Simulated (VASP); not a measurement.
# From one sheet to two: 1T-TiTe2 monolayer, part 9 of 9

Aim: relax 1T-TiTe2 monolayer, place its levels against the vacuum, then find how two sheets stack and bind.

VASP 6.6.1, plane waves and PAW; the level of theory is named at each step.

So far. Step 12 (A rigid stacking): Energy at zero smearing: -131.07906 eV.

## 13. Relaxing the bilayer (continued)

Level of this step: r2SCAN with rVV10, no spin polarisation; plane waves and PAW (Ti, Te) (VASP).

The steps of the relaxation:

| step | energy less that of the first step (eV) | largest force (eV/Å) |
| --- | --- | --- |
| 1 | 0.0000 | 0.2180 |
| 2 | -0.0044 | 0.0914 |
| 3 | -0.0045 | 0.0669 |
| 4 | -0.0052 | 0.0385 |
| 5 | -0.0054 | 0.0438 |
| 6 | -0.0054 | 0.0526 |
| 7 | -0.0059 | 0.0503 |
| 8 | -0.0073 | 0.0427 |
| 9 | -0.0094 | 0.0268 |
| 10 | -0.0109 | 0.0266 |
| 11 | -0.0088 | 0.1325 |
| 12 | -0.0110 | 0.0103 |
| 13 | -0.0110 | 0.0102 |
| 14 | -0.0109 | 0.0270 |
| 15 | -0.0110 | 0.0044 |
| 16 | -0.0110 | 0.0031 |

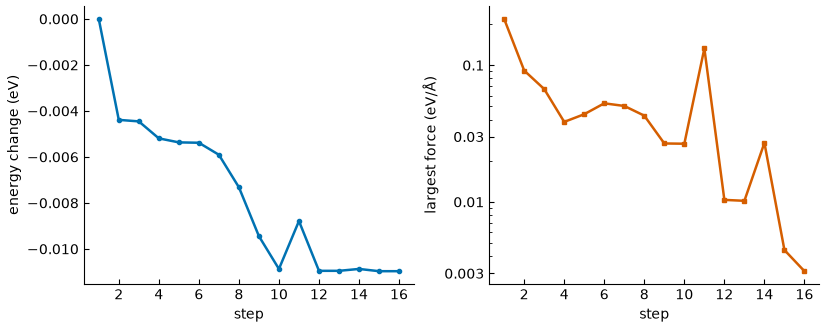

Energy and largest force along the relaxation.

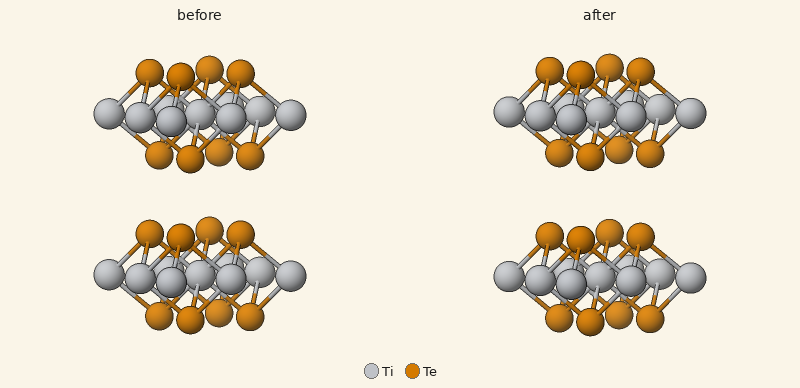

Before and after, at one scale.

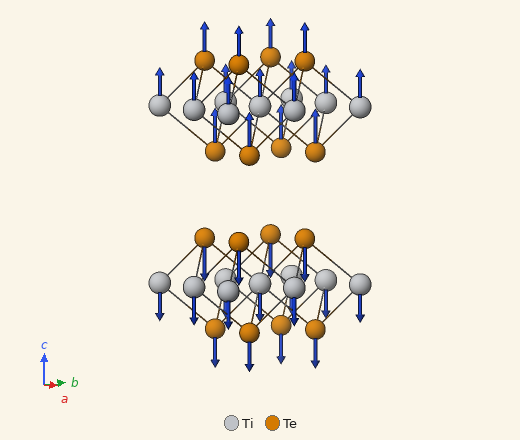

Displacements in the relaxation, exaggerated; the longest in the cell stands for 0.09 Å. 2×2×1 cells are drawn. Some periodic images of atoms are drawn too.

The atoms that moved most (Å):

| atom | dx | dy | dz | length |
| --- | --- | --- | --- | --- |
| Te4 | 0.000 | 0.000 | -0.092 | 0.092 |
| Te5 | 0.000 | 0.000 | 0.092 | 0.092 |
| Te6 | 0.000 | 0.000 | 0.080 | 0.080 |
| Te3 | 0.000 | 0.000 | -0.080 | 0.080 |
| Ti1 | 0.000 | 0.000 | -0.076 | 0.076 |
| Ti2 | 0.000 | 0.000 | 0.076 | 0.076 |

The relaxed structure:

```xyz
6
Lattice="3.7483 0.0000 0.0000 -1.8741 3.2461 0.0000 0.0000 0.0000 26.9765" Properties=species:S:1:pos:R:3
Ti    0.0000    0.0000   10.1430
Ti    0.0000    0.0000   16.8335
Te    0.0000    2.1641    8.4196
Te    1.8741    1.0820   11.8464
Te    0.0000    2.1641   15.1302
Te    1.8741    1.0820   18.5569
```

This step gave:

```
electronic steps        : 172
free energy (TOTEN)     : -131.1280 eV
energy at zero smearing : -131.1266 eV
Fermi energy            : 0.1444 eV
dipole moment           : 0, 0, 0 e·Å
```

The run ended after 16 ionic steps, 0.011 eV below its first step, once the forces on the free atoms met EDIFFG = -0.004.

## 14. Levels and bands of the bilayer

The same static run as for one sheet shows what the neighbour does to the levels.

INCAR

```
SYSTEM = TiTe2
PREC = Normal
ENCUT = 350
EDIFF = 1E-06
NELM = 120
ISMEAR = 0
SIGMA = 0.03
LREAL = .FALSE.
ALGO = Normal
METAGGA = R2SCAN
LUSE_VDW = .TRUE.
IVDW_NL = 2
BPARAM = 11.95
CPARAM = 0.0093
LASPH = .TRUE.
NBANDS = 22
LORBIT = 11
LWAVE = .FALSE.
LCHARG = .FALSE.
KPAR = 4
IDIPOL = 3
LDIPOL = .TRUE.
DIPOL = 0.5 0.5 0.5
LVHAR = .TRUE.
LVACPOTAV = .TRUE.
NEDOS = 1500
```

POSCAR

```
TiTe2
1.0
    3.7482642872      0.0000000000      0.0000000000
   -1.8741321436      3.2460920928      0.0000000000
    0.0000000000      0.0000000000     26.9765032512
Ti Te
2 4
Direct
    0.0000000000      0.0000000000      0.3759928434
    0.0000000000      0.0000000000      0.6240071566
    0.3333333300      0.6666666700      0.3121075466
    0.6666666700      0.3333333300      0.4391358674
    0.3333333300      0.6666666700      0.5608641326
    0.6666666700      0.3333333300      0.6878924534
```

KPOINTS

```
Automatic mesh
0
Gamma
9 9 1
0 0 0
```

KPOINTS_OPT

```
Line mode
14
Line-mode
Reciprocal
  0.00000000   0.00000000   0.00000000 GAMMA
  0.50000000   0.00000000   0.00000000 M

  0.50000000   0.00000000   0.00000000 M
  0.33333333   0.33333333   0.00000000 K

  0.33333333   0.33333333   0.00000000 K
  0.00000000   0.00000000   0.00000000 GAMMA
```

Potentials, in the order of the species: Ti and Te (PBE family, release 64).

Started as:

```
> mpirun -np 4 vasp_std
```

The program printed:

```text
[... set-up lines as in an earlier step ...]
 entering main loop
       N       E                     dE             d eps       ncg     rms          rms(c)
Total rVV10 correction in eV:      1.0611827    52.3574024
Total rVV10 correction in eV:      1.0611827    52.3574024
Total rVV10 correction in eV:      1.0611827    52.3574024
Total rVV10 correction in eV:      1.0611827    52.3574024
DAV:   1     0.941222617524E+02    0.94122E+02   -0.82902E+03   528   0.813E+02
DAV:   2    -0.116207141787E+03   -0.21033E+03   -0.20426E+03   752   0.194E+02
DAV:   3    -0.138331107910E+03   -0.22124E+02   -0.21424E+02   690   0.701E+01
DAV:   4    -0.139181336604E+03   -0.85023E+00   -0.83391E+00   736   0.150E+01
DAV:   5    -0.139200784118E+03   -0.19448E-01   -0.19425E-01   748   0.246E+00    0.193E+01
Total rVV10 correction in eV:      1.0535743    52.3577553
Total rVV10 correction in eV:      1.0535743    52.3577553
Total rVV10 correction in eV:      1.0535743    52.3577553
Total rVV10 correction in eV:      1.0535743    52.3577553
DAV:   6    -0.134744777916E+03    0.44560E+01   -0.62863E+01   706   0.424E+01    0.186E+01
Total rVV10 correction in eV:      1.0517775    52.3604637
Total rVV10 correction in eV:      1.0517775    52.3604637
Total rVV10 correction in eV:      1.0517775    52.3604637
Total rVV10 correction in eV:      1.0517775    52.3604637
DAV:   7    -0.132483293884E+03    0.22615E+01   -0.62439E+01   706   0.588E+01    0.122E+01
Total rVV10 correction in eV:      1.0464696    52.3591824
Total rVV10 correction in eV:      1.0464696    52.3591824
Total rVV10 correction in eV:      1.0464696    52.3591824
Total rVV10 correction in eV:      1.0464696    52.3591824
DAV:   8    -0.131313825182E+03    0.11695E+01   -0.45595E+00   668   0.130E+01    0.455E+00
Total rVV10 correction in eV:      1.0462305    52.3591154
Total rVV10 correction in eV:      1.0462305    52.3591154
Total rVV10 correction in eV:      1.0462305    52.3591154
Total rVV10 correction in eV:      1.0462305    52.3591154
DAV:   9    -0.131135128265E+03    0.17870E+00   -0.23576E+00   722   0.935E+00    0.223E+00
Total rVV10 correction in eV:      1.0484819    52.3591151
Total rVV10 correction in eV:      1.0484819    52.3591151
Total rVV10 correction in eV:      1.0484819    52.3591151
Total rVV10 correction in eV:      1.0484819    52.3591151
DAV:  10    -0.131140504550E+03   -0.53763E-02   -0.50676E-01   696   0.516E+00    0.124E+00
Total rVV10 correction in eV:      1.0500565    52.3589627
Total rVV10 correction in eV:      1.0500565    52.3589627
Total rVV10 correction in eV:      1.0500565    52.3589627
Total rVV10 correction in eV:      1.0500565    52.3589627
DAV:  11    -0.131125507855E+03    0.14997E-01   -0.62469E-02   716   0.176E+00    0.542E-01
Total rVV10 correction in eV:      1.0514512    52.3587407
Total rVV10 correction in eV:      1.0514512    52.3587407
Total rVV10 correction in eV:      1.0514512    52.3587407
Total rVV10 correction in eV:      1.0514512    52.3587407
DAV:  12    -0.131127123330E+03   -0.16155E-02   -0.17550E-03   662   0.275E-01    0.400E-01
Total rVV10 correction in eV:      1.0528170    52.3584824
Total rVV10 correction in eV:      1.0528170    52.3584824
Total rVV10 correction in eV:      1.0528170    52.3584824
Total rVV10 correction in eV:      1.0528170    52.3584824
DAV:  13    -0.131126145831E+03    0.97750E-03   -0.80157E-03   702   0.568E-01    0.101E-01
Total rVV10 correction in eV:      1.0535781    52.3582585
Total rVV10 correction in eV:      1.0535781    52.3582585
Total rVV10 correction in eV:      1.0535781    52.3582585
Total rVV10 correction in eV:      1.0535781    52.3582585
DAV:  14    -0.131126534800E+03   -0.38897E-03   -0.32414E-04   630   0.101E-01    0.557E-02
Total rVV10 correction in eV:      1.0541386    52.3580235
Total rVV10 correction in eV:      1.0541386    52.3580235
Total rVV10 correction in eV:      1.0541386    52.3580235
Total rVV10 correction in eV:      1.0541386    52.3580235
DAV:  15    -0.131126874437E+03   -0.33964E-03   -0.94553E-05   546   0.502E-02    0.355E-02
Total rVV10 correction in eV:      1.0551094    52.3575447
Total rVV10 correction in eV:      1.0551094    52.3575447
Total rVV10 correction in eV:      1.0551094    52.3575447
Total rVV10 correction in eV:      1.0551094    52.3575447
DAV:  16    -0.131127408861E+03   -0.53442E-03   -0.29093E-04   528   0.849E-02    0.205E-02
Total rVV10 correction in eV:      1.0553925    52.3574405
Total rVV10 correction in eV:      1.0553925    52.3574405
Total rVV10 correction in eV:      1.0553925    52.3574405
Total rVV10 correction in eV:      1.0553925    52.3574405
DAV:  17    -0.131127535096E+03   -0.12623E-03   -0.66869E-05   718   0.486E-02    0.201E-02
Total rVV10 correction in eV:      1.0556746    52.3573902
Total rVV10 correction in eV:      1.0556746    52.3573902
Total rVV10 correction in eV:      1.0556746    52.3573902
Total rVV10 correction in eV:      1.0556746    52.3573902
DAV:  18    -0.131127792353E+03   -0.25726E-03   -0.39808E-05   546   0.316E-02    0.124E-02
Total rVV10 correction in eV:      1.0557513    52.3573902
Total rVV10 correction in eV:      1.0557513    52.3573902
Total rVV10 correction in eV:      1.0557513    52.3573902
Total rVV10 correction in eV:      1.0557513    52.3573902
DAV:  19    -0.131127894289E+03   -0.10194E-03   -0.34345E-05   606   0.294E-02    0.350E-03
Total rVV10 correction in eV:      1.0557428    52.3573902
Total rVV10 correction in eV:      1.0557428    52.3573902
Total rVV10 correction in eV:      1.0557428    52.3573902
Total rVV10 correction in eV:      1.0557428    52.3573902
DAV:  20    -0.131127956994E+03   -0.62705E-04   -0.10334E-05   494   0.129E-02    0.231E-03
Total rVV10 correction in eV:      1.0557185    52.3573904
Total rVV10 correction in eV:      1.0557185    52.3573904
Total rVV10 correction in eV:      1.0557185    52.3573904
Total rVV10 correction in eV:      1.0557185    52.3573904
DAV:  21    -0.131128002763E+03   -0.45769E-04   -0.45048E-06   476   0.104E-02    0.276E-03
Total rVV10 correction in eV:      1.0556935    52.3574041
Total rVV10 correction in eV:      1.0556935    52.3574041
Total rVV10 correction in eV:      1.0556935    52.3574041
Total rVV10 correction in eV:      1.0556935    52.3574041
DAV:  22    -0.131128015022E+03   -0.12259E-04   -0.11679E-06   366   0.715E-03    0.151E-03
Total rVV10 correction in eV:      1.0556822    52.3574065
Total rVV10 correction in eV:      1.0556822    52.3574065
Total rVV10 correction in eV:      1.0556822    52.3574065
Total rVV10 correction in eV:      1.0556822    52.3574065
DAV:  23    -0.131128031368E+03   -0.16346E-04   -0.14157E-06   376   0.719E-03    0.763E-04
Total rVV10 correction in eV:      1.0556800    52.3574026
Total rVV10 correction in eV:      1.0556800    52.3574026
Total rVV10 correction in eV:      1.0556800    52.3574026
Total rVV10 correction in eV:      1.0556800    52.3574026
DAV:  24    -0.131128036883E+03   -0.55155E-05   -0.78288E-07   346   0.644E-03    0.915E-04
Total rVV10 correction in eV:      1.0556777    52.3573987
Total rVV10 correction in eV:      1.0556777    52.3573987
Total rVV10 correction in eV:      1.0556777    52.3573987
Total rVV10 correction in eV:      1.0556777    52.3573987
DAV:  25    -0.131128038716E+03   -0.18331E-05   -0.25141E-07   310   0.405E-03    0.353E-04
Total rVV10 correction in eV:      1.0556772    52.3573984
Total rVV10 correction in eV:      1.0556772    52.3573984
Total rVV10 correction in eV:      1.0556772    52.3573984
Total rVV10 correction in eV:      1.0556772    52.3573984
DAV:  26    -0.131128039290E+03   -0.57359E-06   -0.26283E-07   302   0.420E-03
 [... a notice as in an earlier step ...]

Total rVV10 correction in eV:      1.0556779    52.3573980
Total rVV10 correction in eV:      1.0556779    52.3573980
Total rVV10 correction in eV:      1.0556779    52.3573980
Total rVV10 correction in eV:      1.0556779    52.3573980
Total rVV10 correction in eV:      1.0556770    52.3573981
Total rVV10 correction in eV:      1.0556770    52.3573981
Total rVV10 correction in eV:      1.0556770    52.3573981
Total rVV10 correction in eV:      1.0556770    52.3573981
   1 F= -.13112804E+03 E0= -.13112656E+03  d E =-.296003E-02
 Start KPOINTS_OPT (optional k-point list driver)
k-point batch [1-12\42]
       N       E                     dE             ncg
DAV:   1     0.561732551733E+03   -0.29778E+04      528
DAV:   2    -0.142848456423E+04   -0.19902E+04      648
DAV:   3    -0.165391263358E+04   -0.22543E+03      680
DAV:   4    -0.166807460181E+04   -0.14162E+02      808
DAV:   5    -0.166832966349E+04   -0.25506E+00      772
DAV:   6    -0.166833589199E+04   -0.62285E-02      804
DAV:   7    -0.166833606520E+04   -0.17321E-03      752
DAV:   8    -0.166833607099E+04   -0.57927E-05      636
DAV:   9    -0.166833607120E+04   -0.20304E-06      378
[...]
k-point batch [37-42\42]
       N       E                     dE             ncg
DAV:   1     0.409888237024E+04   -0.29232E+03      264
DAV:   2     0.315911396084E+04   -0.93977E+03      300
DAV:   3     0.304355473315E+04   -0.11556E+03      372
DAV:   4     0.303673270651E+04   -0.68220E+01      404
DAV:   5     0.303656113695E+04   -0.17157E+00      370
DAV:   6     0.303655751055E+04   -0.36264E-02      390
DAV:   7     0.303655735944E+04   -0.15112E-03      384
DAV:   8     0.303655735537E+04   -0.40705E-05      382
DAV:   9     0.303655735526E+04   -0.10379E-06      210
```

Run time: 3.6 min. Hardware: 4 MPI ranks of Intel Xeon Platinum 8259CL at 2.50GHz (Skylake/Cascade Lake), shared host; peak memory 1.5 GiB.

From OUTCAR (step 14):

```text
   NELECT =      32.0000    total number of electrons

 E-fermi :   0.1444

 k-point     1 :       0.0000    0.0000    0.0000
  band No.  band energies     occupation
    ...
      8      -1.6581      2.00000
      9      -1.6581      2.00000
     10      -1.6335      2.00000
     11      -1.6335      2.00000
     12      -0.6288      2.00000
     13       0.5461      0.00000
     14       0.5461      0.00000
     15       0.5489      0.00000
     16       0.5489      0.00000
     17       0.6871      0.00000
    ...

  Total        0.4339632      0.4339632     -0.0505232      0.0000000      0.0000000      0.0000000
  in kB        2.1182966      2.1182966     -0.2466179      0.0000000      0.0000000      0.0000000
  external PRESSURE =       1.3299917 kB  Pullay stress =       0.0000000 kB

 POSITION                                       TOTAL-FORCE (eV/Angst)
 -----------------------------------------------------------------------------------
      0.00000      0.00000     10.14297        -0.000000     -0.000000      0.003139
      0.00000      0.00000     16.83353         0.000000      0.000000     -0.003139
     -0.00000      2.16406      8.41957         0.000000     -0.000000      0.000839
      1.87413      1.08203     11.84635         0.000000     -0.000000     -0.000602
     -0.00000      2.16406     15.13015        -0.000000      0.000000      0.000602
      1.87413      1.08203     18.55693         0.000000      0.000000     -0.000839
 -----------------------------------------------------------------------------------
    total drift:                                0.000000     -0.000000      0.000000

  FREE ENERGIE OF THE ION-ELECTRON SYSTEM (eV)
  ---------------------------------------------------
  free  energy   TOTEN  =      -131.1280392899 eV

  energy  without entropy=     -131.1250792559  energy(sigma->0) =     -131.12655927

 vacuum level on the upper side and lower side of the slab         5.183         5.183

[... 10 parts as in an earlier step ...]

[... 8 further parts left out ...]
```

Numbers from this step:

```yaml
electronic_steps: 26
vacuum_levels: 5.183, 5.183 eV
work_functions_of_the_upper_and_lower_face: 5.039, 5.039 eV
```

Electronic bands along the path, in eV, zero at the Fermi level; # counts the bands kept, so #1 is VASP's band 5:

| point | #9 | #10 | #11 | #12 | #13 | #14 | #15 | #16 |
| --- | --- | --- | --- | --- | --- | --- | --- | --- |
| Γ | 0.40 | 0.40 | 0.40 | 0.40 | 0.54 | 0.98 | 0.99 | 0.99 |
| M | -2.02 | -1.62 | -0.97 | -0.80 | -0.14 | 0.01 | 1.21 | 1.22 |
| K | -2.31 | -2.31 | -2.07 | -2.07 | 1.15 | 1.16 | 1.19 | 1.19 |
| Γ | 0.40 | 0.40 | 0.40 | 0.40 | 0.54 | 0.98 | 0.99 | 0.99 |

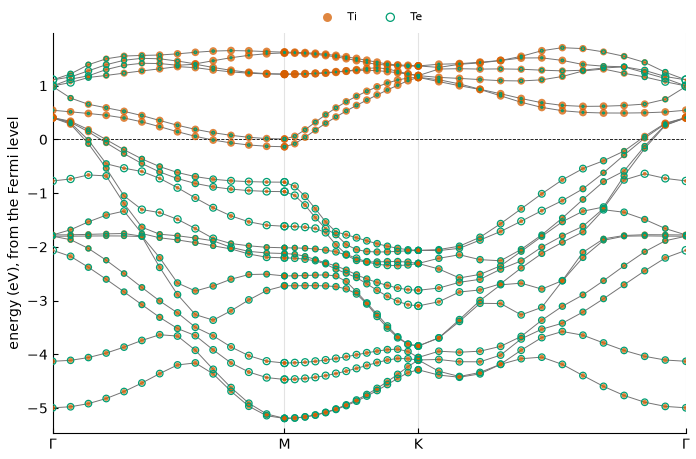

Electronic bands along the path; dots are coloured as in the legend, and their area grows with the weight.

The planar average of the electrostatic potential oscillates, so the rows of the table below give means over windows of 2 Å about each position, cut where the curve ends. Its maxima inside the range that stand out by 2 % of the span (Å: eV): 9.5: -2.37, 10.7: -2.53, 13.5: 3.87, 16.3: -2.53, 17.4: -2.37. Its minima: 8.5: -15.7, 10.2: -2.95, 11.8: -15.7, 15.2: -15.7, 16.8: -2.95, 18.5: -15.7.

Zero at the Fermi level. The planar average of the electrostatic potential by height; means over each step:

| height (Å) | planar average of the electrostatic potential (eV) |
| --- | --- |
| 0 | 5.04 |
| 2 | 5.04 |
| 4 | 5.04 |
| 6 | 4.85 |
| 8 | -7.29 |
| 10 | -3.27 |
| 12 | -8.71 |
| 14 | -1.29 |
| 16 | -7.20 |
| 18 | -8.65 |
| 20 | 1.96 |
| 22 | 5.03 |
| 24 | 5.04 |
| 26 | 5.04 |

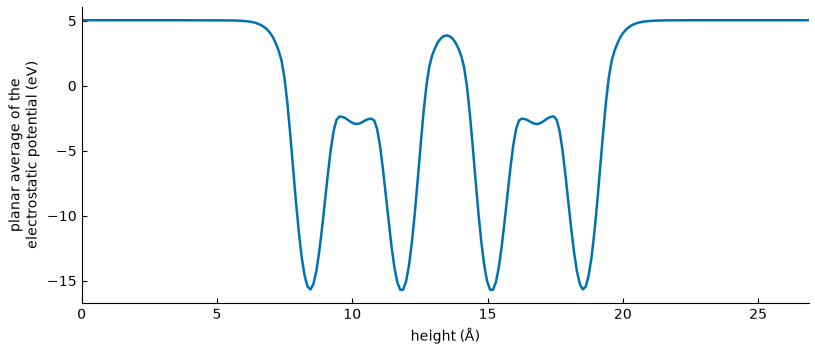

Planar average of the electrostatic potential, plotted against height.

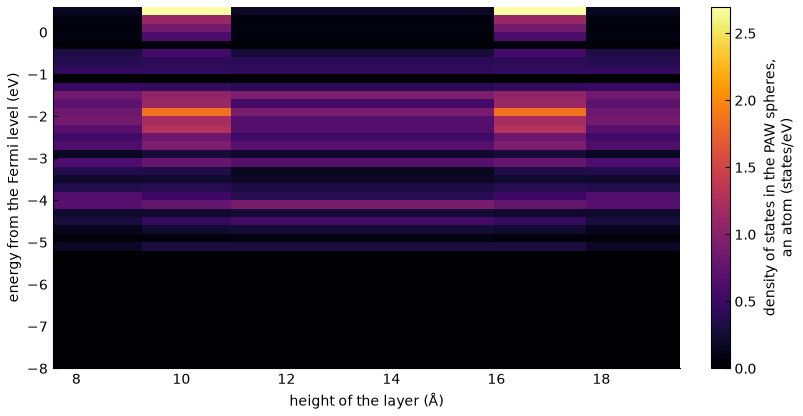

Density of states in the PAW spheres, an atom over height of the layer and energy from the Fermi level.

The map of layer states is cut here 0.5 eV above the Fermi level, so it leaves out the states above that.

The vacuum level lies 5.04 eV above the Fermi level at the upper face; both faces agree, as the slab has next to no dipole.

The program found no field-free point at its default tolerance, but its printed level agrees with the flat part of the planar average.

On this mesh the fine structure of the density of states is sampling noise, and high empty states may be cut by the number of bands.

## 15. Derived quantities

This step: monolayer and bilayer, r2SCAN + rVV10; plane waves and PAW (VASP 6.6.1).

No new run; the numbers come from the runs before.

Numbers from this step:

| Item | Value |
| --- | --- |
| polarisability per area of the slab or monolayer | 0.4804 Å |
| binding energy | -21.59 meV/Å² |
| interlayer gap | 3.284 Å |
| bilayer gap | 0 eV |
| bilayer level below vacuum | 5.039 eV |
| lattice a | 3.748 Å |
| lattice b | 3.748 Å |
| thickness | 3.438 Å |
| monolayer gap | 0 eV |

VASP counts both for electrons: a positive EFIELD is a field along -c, and a positive dipole, in electrons times A, points along -c. Field, by row:

| EFIELD (eV/Å) | dipole along z of the monolayer (e Å) | energy change of the monolayer (eV) |
| --- | --- | --- |
| -0.1 | -0.04059 | -0.002032 |
| 0 | 0 | 0 |
| 0.1 | 0.04059 | -0.002032 |

Rigid sheets, 3.1 Å apart. Stackings, by row:

| stacking | energy above the lowest (meV/Å²) |
| --- | --- |
| same orientation, shift 0.00 0.00 | 0 |
| turned by 180 degrees, shift 0.33 0.67 | 3.018 |
| same orientation, shift 0.67 0.33 | 5.604 |
| turned by 180 degrees, shift 0.00 0.00 | 35.25 |
| same orientation, shift 0.33 0.67 | 35.66 |

The polarisability is the slope of the dipole against the field, as a volume for each unit of area.

## 16. What came out

| Quantity | Value |
| --- | --- |
| lattice a | 3.75 Å |
| monolayer gap | 0 eV |
| binding energy | -21.6 meV/Å² |
| interlayer gap | 3.28 Å |
| bilayer gap | 0 eV |
| polarisability per area of the slab or monolayer | 0.480 Å |

The monolayer relaxes to a = 3.748 Å and has no gap. The work function is 5.00 eV at both faces. Of 5 rigid stackings the lowest has the upper sheet in the same orientation and shifted by (0.00, 0.00) in cell vectors, and the highest lies 35.7 meV/Å² above it. Relaxed, the sheets lie 3.28 Å apart and bind by 21.6 meV/Å². All runs are without spin polarisation. The bilayer keeps the monolayer's lattice, and only high-symmetry stackings were tried. The run with spin-orbit coupling gave no result. The smallest cell can't hold a superstructure such as a charge-density wave.

[Lines on the potential files, build, host, timing and source positions are cut from VASP's logs without a mark.]

[Logs are printed without paths, hosts, clocks, repeated set-up lines and the standing remarks that a program may print on its own settings, such as how far it seeks lower states.]

[Hosts, paths, dates, database ids (printed as entryN), source tags and the programs' standing remarks are cut or masked in the printed files.]

[Runs that stopped without an error message from VASP are left out.]
